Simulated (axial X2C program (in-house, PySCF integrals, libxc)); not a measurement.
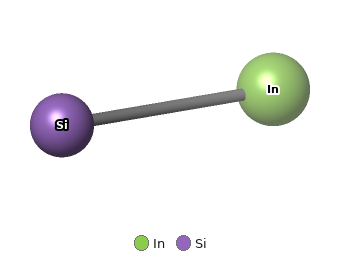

The molecule at the reference distance of 2.613 Å.

## Run report: InSi, relativistic diatomic calculation

System: InSi. The reference is closed-shell InSi⁻; the roots are the vertical energies to take an electron from it, which leaves states of InSi. The distance is the PBE0 minimum at charge −1.
Method: EOM-IP-CCSD, two-component X2C with atomic mean-field Coulomb and Gaunt terms, In dyall-acv3z, Si dyall-av3z (cores contracted) (axial X2C program (in-house, PySCF integrals, libxc)).

### Log
```
two-component X2C + atomic mean field  HF
basis functions 207  fitting functions 1090  grid points 5084
iter        total energy     max residual
   1      -6163.887136366     2.62e+00
   2      -6165.106202325     1.30e+00
   3      -6165.296324491     1.14e-01
   4      -6165.307211869     5.43e-02
   5      -6165.309010021     1.46e-02
   6      -6165.309540512     1.05e-02
   7      -6165.310007928     1.25e-02
   8      -6165.310471253     7.81e-03
   9      -6165.310756475     3.59e-03
  10      -6165.310869376     2.57e-03
  11      -6165.310897567     7.72e-04
  12      -6165.310908715     6.29e-04
  13      -6165.310914026     4.92e-04
  14      -6165.310915669     2.22e-04
  15      -6165.310916008     6.89e-05
  16      -6165.310916069     3.19e-05
  17      -6165.310916080     2.14e-05
  18      -6165.310916083     6.12e-06
  19      -6165.310916083     3.42e-06
  20      -6165.310916083     2.13e-06
  21      -6165.310916083     6.15e-07
converged
one-electron -8777.10328352  Coulomb 2655.24005412  exact exchange -179.06143845  xc functional 0.00000000  nuclear repulsion 138.92673811  atomic mean-field constant -3.31298634
correlated 18  virtual 294  natural virtual 84  E(MP2) -0.608051291  MP2 remainder -0.087147949
iter   CCSD correlation   residual
   1     -0.494964804   1.86e-01
   2     -0.510941246   8.93e-02
   3     -0.514114215   5.25e-02
   4     -0.514059408   2.93e-02
   5     -0.514711989   1.79e-02
   6     -0.514795157   1.03e-02
   7     -0.514774892   6.80e-03
   8     -0.514878686   6.00e-03
   9     -0.514831072   5.48e-03
  10     -0.514923479   4.71e-03
  11     -0.514917312   3.55e-03
  12     -0.514967055   2.37e-03
  13     -0.514990349   1.23e-03
  14     -0.514990174   5.94e-04
  15     -0.514999142   3.64e-04
  16     -0.515002165   2.26e-04
  17     -0.515003447   1.35e-04
  18     -0.515005744   8.29e-05
  19     -0.515005821   5.06e-05
  20     -0.515006452   3.24e-05
  21     -0.515006547   2.32e-05
  22     -0.515006624   1.83e-05
  23     -0.515006680   1.55e-05
  24     -0.515006721   1.37e-05
  25     -0.515006819   1.12e-05
  26     -0.515006958   5.71e-06
  27     -0.515006958   2.65e-06
(T) -0.01776573624405468  T1 0.0627  D1 0.1750  max T2 0.179
EOM-IP-CCSD roots
2*Omega      energy/Eh   energy/eV  one-particle weight
    1       0.05960594      1.6220      0.911
    1       0.12992317      3.5354      0.023
    1       0.13346907      3.6319      0.025
    1       0.16507822      4.4920      0.003
    3       0.06297393      1.7136      0.883
    3       0.11829326      3.2189      0.007
    3       0.14079941      3.8313      0.004
    5       0.14460716      3.9350      0.000
```

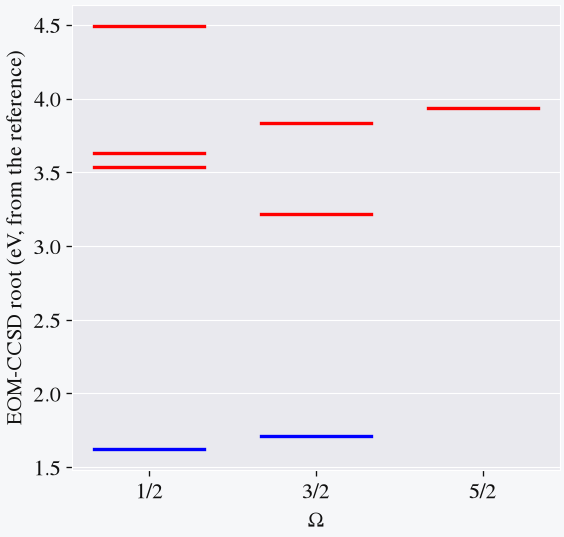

EOM-CCSD roots by Ω at 2.61 Å; roots whose one-particle weight is under 0.8 have the second colour. The lowest has Ω = 1/2 and lies at 1.622 eV, with one-particle weight 0.91. 6 of the 8 roots are less well described at this level.

### Input
```
{"zs": [49, 14], "q": 0, "bas": ["dyall-acv3z", "dyall-av3z"], "r0": 2.58, "eom": "ip", "rq": -1, "thr": -2.0, "nmax": 95, "grid": [1, 0.96, 1.045, 0.92, 1.09, 1.15]}
```

The line is the task of a batch: nuclear charges, charge, bases, a first guess of the distance and further settings. This report covers the levels named above. The log is that of the reference distance 2.613 Å.

The run was one of a batch that the task file lists, launched with:
```bash
python <driver script> task.json out
```

### Summary

- outcome: converged
- HF energy of the reference InSi⁻: −6165.31092 hartree
- MP2 energy of the reference InSi⁻: −6165.91897 hartree
- CCSD energy of the reference InSi⁻ (with the MP2 share of the virtual spinors left out of the coupled-cluster step): −6165.91307 hartree
- CCSD(T) energy of the reference InSi⁻: −6165.93084 hartree
- T1 diagnostic (spinor form; for a closed shell √2 times the usual value): 0.063
- hardware: 1 thread of Arm Neoverse V1, 24 GiB of memory available, shared host
- wall time: 21 s
- peak memory: 1 GiB
